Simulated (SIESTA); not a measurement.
Band structure of Mg3GaO4 (Pm-3m, 8 atoms in the cell).

```
Mg3GaO4
1.0
    4.36349     0.00000     0.00000
    0.00000     4.36349     0.00000
    0.00000     0.00000     4.36349
Mg Ga O
3 1 4
Direct
  0.00000   0.50000   0.50000
  0.50000   0.00000   0.50000
  0.50000   0.50000   0.00000
  0.00000   0.00000   0.00000
  0.50000   0.00000   0.00000
  0.00000   0.50000   0.00000
  0.00000   0.00000   0.50000
  0.50000   0.50000   0.50000
```

Method: GGA PBEsol, numerical atomic orbitals DZP, PseudoDojo PBEsol standard norm-conserving potentials (rewritten from UPF to PSML) in SIESTA.

Settings: XC.functional = GGA; XC.authors = PBEsol; potentials = PseudoDojo PBEsol standard; PAO.BasisSize = DZP; PAO.EnergyShift = 0.005 Ry; MeshCutoff = 300 Ry; kgrid.MonkhorstPack = 8 8 8; OccupationFunction = FD; ElectronicTemperature = 50 meV; MaxSCFIterations = 150; SCF.Mixer.Method = Pulay; SCF.Mixer.Weight = 0.1; SCF.Mixer.History = 6; SCF.DM.Tolerance = 1.0E-04.

The starting cell comes from a database of computed structures (which also holds hypothetical and non-ambient phases and stackings), without a prior relaxation at this level. Values carry the incompleteness of an atom-centred basis.

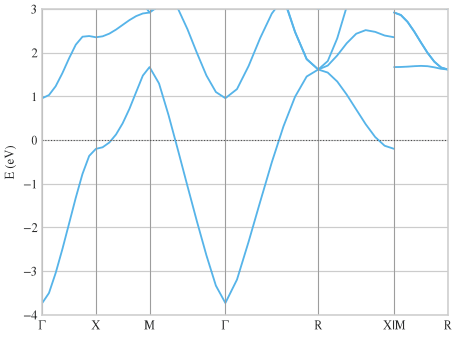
Figure. Bands along the path, energies from the Fermi level.

Levels in eV from the Fermi level, bands 30 to 35:
| point | 30 | 31 | 32 | 33 | 34 | 35 |
|---|---|---|---|---|---|---|
| Γ | -5.68 | -4.49 | -4.49 | -4.49 | -3.73 | 0.96 |
| X | -5.34 | -5.34 | -5.00 | -5.00 | -0.20 | 2.35 |
| M | -4.98 | -4.95 | -4.95 | -4.63 | 1.67 | 2.92 |
| R | -4.85 | -4.85 | -4.63 | -4.63 | 1.62 | 1.62 |

Bands cross the Fermi level along this path, so the cell is metallic at this level.

Higher empty bands are left out: an atom-centred basis made for the valence describes them poorly.
